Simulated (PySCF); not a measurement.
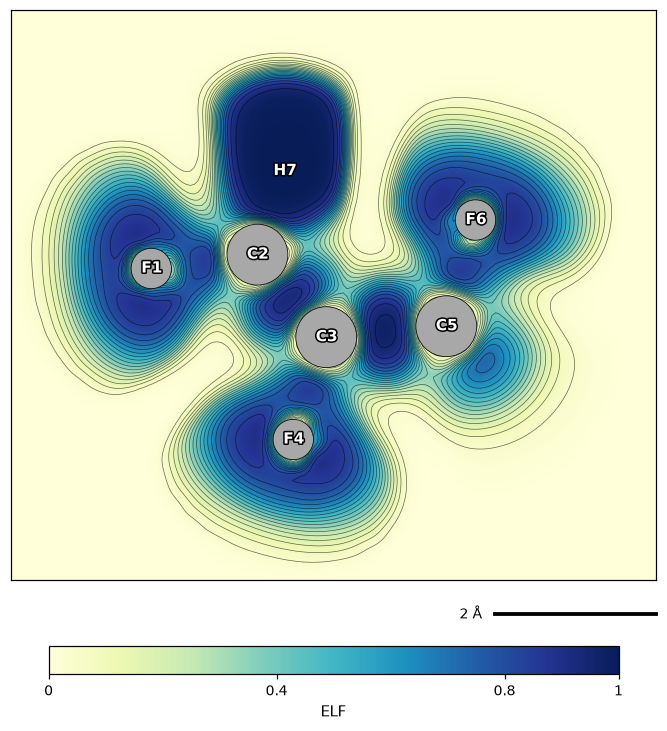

Figure 1: C₃H₃F₃ (SMILES F/C=C(\F)CF). Electron localisation function on the plane of atoms C2, C3 and F4. Grey discs cover the atomic cores.

Geometry: PBE0-D3(BJ)/def2-SVP.

Level of theory: PySCF 2.14.0, PBE0/pcSseg-1, SCF density, gas phase, non-relativistic.

The calculation's input:

```
{"job": {"kind": "nmr", "xc": "PBE0", "basis": "pcSseg-1"}, "charge": 0, "multiplicity": 1}
F      2.370589     0.328990    -0.939752
C      1.215135     0.539896    -0.325774
C      0.255917    -0.380523    -0.276755
F      0.391637    -1.581129    -0.835824
C     -1.061567    -0.197076     0.400965
F     -1.158872     1.057427     0.927781
H      1.098473     1.520729     0.136335
H     -1.878134    -0.359121    -0.325908
H     -1.174803    -0.946715     1.205328
```

Launched as:

```sh
OMP_NUM_THREADS=1 python probes_run.py task.json out
```

**Describe what can be read from this map.**

- The plane passes through F, C and H nuclei.
- C–F (1.33 Å): the ELF peaks at about 0.85 between the atoms (a polar covalent bond).
- C–C (1.33 Å): the ELF peaks at about 0.90 between the atoms; a multiple bond.
- C–H (1.09 Å): the ELF climbs to about 1 towards the hydrogen, as it does in any bond to H: an ordinary covalent bond to hydrogen.
- C–C (1.49 Å): the ELF peaks at about 0.95 between the atoms (localised, covalent bonding).
- The ELF also peaks beside F4, F1 and F6, away from the bonds: lone-pair regions.
